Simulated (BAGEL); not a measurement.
**HF/def2-SVP (density fitting with qzvpp-jkfit) run of AlCl3F− (SMILES [F][Al-]([Cl])([Cl])[Cl])**

Aim: the energy change on altering one bond length of AlCl3F− at HF/def2-SVP (density fitting with qzvpp-jkfit), from 2 runs. 

The results are computed with BAGEL 1.2.2.

## 1. The molecule

AlCl3F−: 5 atoms, total charge -1, spin state singlet. As SMILES, `[F][Al-]([Cl])([Cl])[Cl]`. Geometry: a GFN2-xTB relaxation, a rough one for these elements and not checked as a minimum.

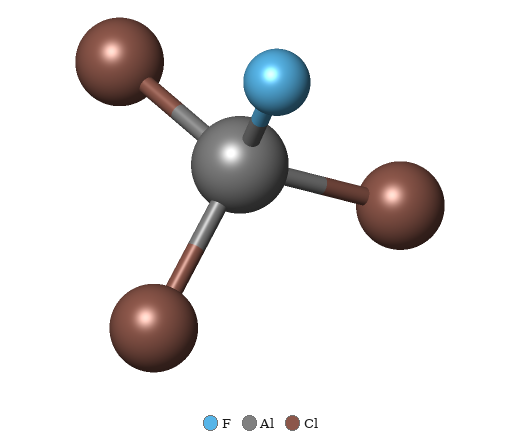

The structure, seen from a chosen angle (fluorine blue, aluminium grey, chlorine brown).

## 2. The energy at HF/def2-SVP (density fitting with qzvpp-jkfit)

job.json

```json
{ "bagel" : [

{
  "title" : "molecule",
  "basis" : "svp",
  "df_basis" : "qzvpp-jkfit",
  "angstrom" : true,
  "geometry" : [
    { "atom" : "F", "xyz" : [   -0.663180,   -0.084090,    1.637130 ] },
    { "atom" : "Al", "xyz" : [   -0.029700,   -0.004260,    0.070280 ] },
    { "atom" : "Cl", "xyz" : [    1.699900,   -1.208570,   -0.037160 ] },
    { "atom" : "Cl", "xyz" : [   -1.476100,   -0.701090,   -1.299310 ] },
    { "atom" : "Cl", "xyz" : [    0.469090,    1.998020,   -0.370950 ] }
  ]
},
{
  "title" : "hf",
  "charge" : -1
},
{
  "title" : "print",
  "file" : "orbitals.molden",
  "orbitals" : true
}

]}
```

Run with:

```bash
$ BAGEL_NUM_THREADS=1 BAGEL job.json > job.out
```

What it wrote:

```text
* using 1 threads per process

  ===============================================================
  ===============================================================

  *** Geometry ***

  { "atom" : "F", "xyz" : [     -1.253229,     -0.158907,      3.093727 ] },
  { "atom" : "Al", "xyz" : [     -0.056125,     -0.008050,      0.132810 ] },
  { "atom" : "Cl", "xyz" : [      3.212345,     -2.283866,     -0.070222 ] },
  { "atom" : "Cl", "xyz" : [     -2.789425,     -1.324868,     -2.455340 ] },
  { "atom" : "Cl", "xyz" : [      0.886452,      3.775711,     -0.700994 ] },

  Number of auxiliary basis functions:      589

  Since a DF basis is specified, we compute 2- and 3-index integrals:
    o Being stored without compression. Storage requirement is 0.035 GB

  Number of basis functions:       86
  Number of electrons      :       73

    * METHOD: MOLECULE                             0.30

  *** RHF ***

  === Nuclear Repulsion ===
   413.8748783560

      * DIIS with orbital gradients will be used.

  === RHF iteration (svp) ===
      0      -1719.50161703          0.01428916           0.16
      1      -1719.60350744          0.00918838           0.16
      2      -1719.65227023          0.00062362           0.15
      3      -1719.65276791          0.00015219           0.12
      4      -1719.65280660          0.00003061           0.12
      5      -1719.65280758          0.00000840           0.12
      6      -1719.65280767          0.00000237           0.12
      7      -1719.65280768          0.00000032           0.12
      8      -1719.65280768          0.00000009           0.13
      9      -1719.65280768          0.00000002           0.12
     10      -1719.65280768          0.00000001           0.12
    * SCF iteration converged.

    * Permanent dipole moment:
           (   -0.125890,    -0.014345,     0.321887) a.u.

    * METHOD: HF                                   1.69

    * METHOD: PRINT                                0.01

  ===============================================================
```

Wall time 2.2 s (1 thread of Arm Neoverse V2, shared host); peak memory 0.15 GiB.

## 3. The distorted shape at the same level

job.json

```json
{ "bagel" : [

{
  "title" : "molecule",
  "basis" : "svp",
  "df_basis" : "qzvpp-jkfit",
  "angstrom" : "true",
  "geometry" : [
    { "atom" : "F", "xyz" : [    0.060041,    0.264335,    2.321945 ] },
    { "atom" : "Al", "xyz" : [    0.693521,    0.344165,    0.755095 ] },
    { "atom" : "Cl", "xyz" : [    2.423121,   -0.860145,    0.647655 ] },
    { "atom" : "Cl", "xyz" : [   -1.476100,   -0.701090,   -1.299310 ] },
    { "atom" : "Cl", "xyz" : [    1.192311,    2.346445,    0.313865 ] }
  ]
},
{
  "title" : "hf",
  "charge" : -1
},
{
  "title" : "print",
  "file" : "orbitals.molden",
  "orbitals" : "true"
}

]}
```

Run with:

```bash
$ BAGEL_NUM_THREADS=1 BAGEL job.json > job.out
```

What it wrote:

```text
* using 1 threads per process

  ===============================================================
  ===============================================================

  *** Geometry ***

  { "atom" : "F", "xyz" : [      0.113461,      0.499521,      4.387840 ] },
  { "atom" : "Al", "xyz" : [      1.310565,      0.650378,      1.426923 ] },
  { "atom" : "Cl", "xyz" : [      4.579035,     -1.625438,      1.223891 ] },
  { "atom" : "Cl", "xyz" : [     -2.789425,     -1.324868,     -2.455340 ] },
  { "atom" : "Cl", "xyz" : [      2.253141,      4.434138,      0.593119 ] },

  Number of auxiliary basis functions:      589

  Since a DF basis is specified, we compute 2- and 3-index integrals:
    o Being stored without compression. Storage requirement is 0.035 GB

  Number of basis functions:       86
  Number of electrons      :       73

    * METHOD: MOLECULE                             0.30

  *** RHF ***

  === Nuclear Repulsion ===
   370.9510797672

      * DIIS with orbital gradients will be used.

  === RHF iteration (svp) ===
      0      -1719.40001547          0.01507507           0.13
      1      -1719.52300793          0.00976188           0.12
      2      -1719.57952724          0.00072562           0.12
      3      -1719.58026934          0.00024349           0.12
      4      -1719.58036581          0.00004934           0.12
      5      -1719.58037059          0.00001654           0.13
      6      -1719.58037131          0.00000601           0.12
      7      -1719.58037141          0.00000091           0.12
      8      -1719.58037141          0.00000025           0.12
      9      -1719.58037141          0.00000009           0.12
     10      -1719.58037141          0.00000003           0.12
     11      -1719.58037141          0.00000001           0.12
    * SCF iteration converged.

    * Permanent dipole moment:
           (   -1.565268,    -0.689968,    -0.868481) a.u.

    * METHOD: HF                                   1.65

    * METHOD: PRINT                                0.01

  ===============================================================
```

It took 2.1 s on 1 thread of Arm Neoverse V2, shared host; peak memory 0.16 GiB.

## 4. Outcome

At HF/def2-SVP (density fitting with qzvpp-jkfit):

```
                                                              quantity           value
                                             first shape: total energy  -1719.65281 Eh
                                              first shape: HOMO energy        -7.16 eV
                                              first shape: LUMO energy         8.84 eV
    first shape: HOMO–LUMO gap (to an unbound level, set by the basis)        16.00 eV
                                         distorted shape: total energy  -1719.58037 Eh
                                          distorted shape: HOMO energy        -5.72 eV
                                          distorted shape: LUMO energy         5.91 eV
distorted shape: HOMO–LUMO gap (to an unbound level, set by the basis)        11.63 eV
   energy change with the Al2–Cl4 bond stretched from 2.110 to 3.166 Å        1.971 eV
```

**Reading.** With the Al2–Cl4 bond stretched from 2.110 to 3.166 Å the energy rises by 1.97 eV (190 kJ/mol). The first shape isn't relaxed at this level, so the change isn't measured from a minimum.
